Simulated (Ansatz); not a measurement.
Input

```
crystal:
  periodic: [false, false, false]
  atoms:
    - { symbol: Si, position_ang: [-0.985216, -0.504702, -0.854086] }
    - { symbol: Cl, position_ang: [-0.316224, -2.11209, -2.039014] }
    - { symbol: "N", position_ang: [0.454882, -0.177949, 0.00488] }
    - { symbol: C, position_ang: [0.762724, 0.785908, 1.015309] }
    - { symbol: H, position_ang: [1.187506, -0.830102, -0.288536] }
    - { symbol: H, position_ang: [-2.144521, -1.002265, -0.026266] }
    - { symbol: H, position_ang: [-1.477712, 0.602524, -1.752547] }
    - { symbol: H, position_ang: [-0.113666, 1.445119, 1.209406] }
    - { symbol: H, position_ang: [1.029629, 0.327201, 1.999658] }
    - { symbol: H, position_ang: [1.602497, 1.466256, 0.731195] }
magnetization:
  spin_polarized: true
basis:
  gaussian: { orbitals: def2-SVP }
hamiltonian:
  xc: lda
relax:
  f_tol: 0.03
  max_steps: 50
output:
  orbitals: {}
```

Command:

```sh
ansatz run input.yaml --threads 2 --pin off --max-ram 3072MiB --backend cpu --events-out ev --progress --plain --runs-dir out
```

The fields are those of the relaxed geometry.

Theory: UKS LDA/def2-SVP in Ansatz 0.2.0.

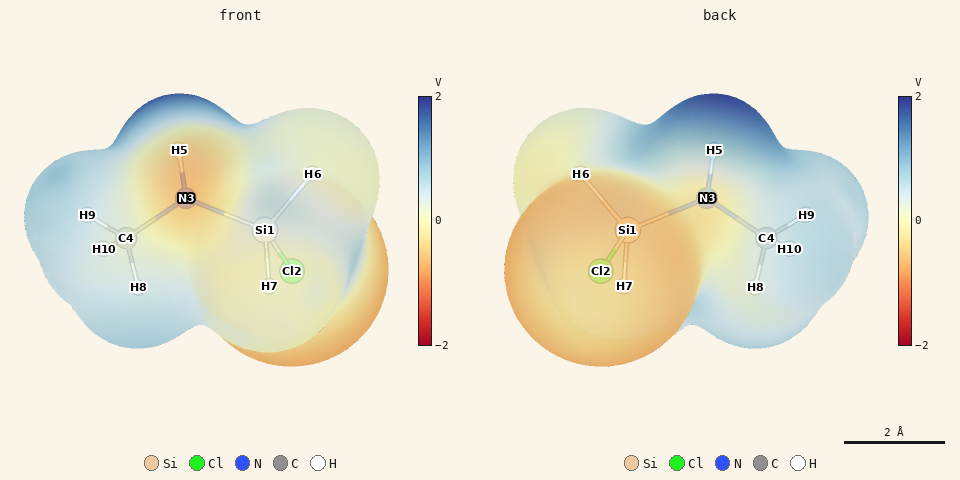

CH6ClNSi. The molecular electrostatic potential painted on the density surface at 0.002 e/bohr³, seen from the front and from behind; the colour scale runs from red (negative) to blue (positive).

Q: Where is the surface potential most negative and most positive?

A: The most negative region (about −0.7 V, or −16 kcal/mol for a unit charge) lies over Cl2 and N3, the most positive (about +1.8 V, or +42 kcal/mol for a unit charge) over H5.
